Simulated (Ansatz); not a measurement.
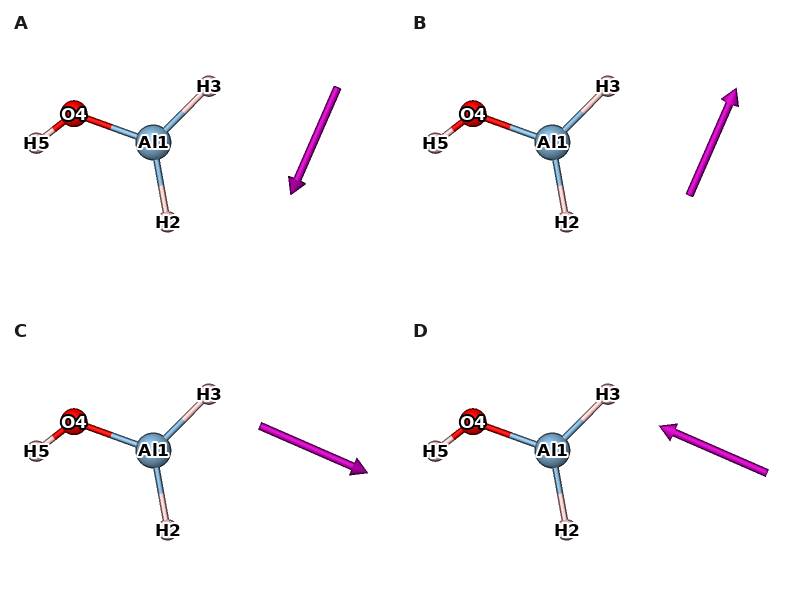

The same molecule four times, each with an arrow. The geometry was computed by an optimisation with PBE0-D4/def2-TZVP. Level of theory: RKS PBE0-D4/def2-TZVP (Ansatz 0.2.0).

Question: Which arrow points along the dipole moment, from the negative to the positive end?

Answer: A. The dipole moment is 1.27 D; it points from the side of H3 to the side of H2 (the outermost atoms at the two ends).
